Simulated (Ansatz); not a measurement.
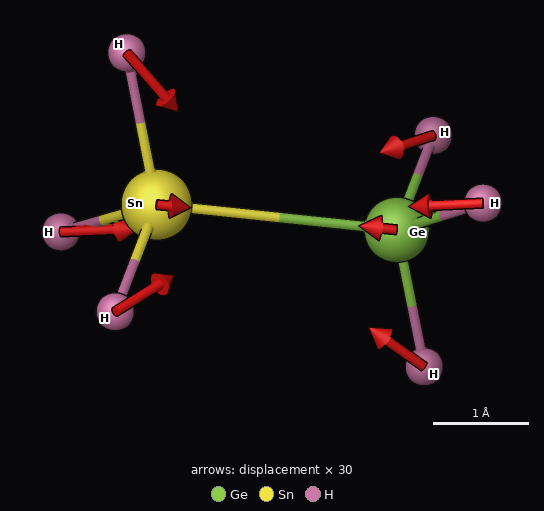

This is a relaxation of SnGeH6. The starting structure is drawn; red arrows show the displacements, 30 times their true length. The two geometries are superimposed by the best rigid fit.

The picture is a ball-and-stick view, seen at a tilt.

The start comes from PBE-D4/def2-SVP.

The calculation used RKS PBE0-D4/def2-TZVP in Ansatz 0.2.0. Set-up: force threshold 0.005 eV/Å; at most 150 steps.

Question: Atoms of which element are displaced furthest, and by how much?

Answer: Hydrogen: up to 0.031 Å, against 0.014 Å for germanium.

Question: Describe the change and its energy.

Answer: The largest moves after the best rigid fit, 0.031 Å, are those of H atoms. Largest moves by element: H 0.031 Å, Ge 0.014 Å, Sn 0.013 Å. Near-neighbour distances that change, for instance: Ge–Sn 2.622 → 2.595 Å, H–Sn 1.730 → 1.707 Å, Ge–H 1.552 → 1.538 Å. Over 3 geometry steps the energy falls by 0.44 kcal/mol. The largest force component goes from 0.24 to 0.0029 eV/Å. The run took roughly 18 core-seconds on a shared host.
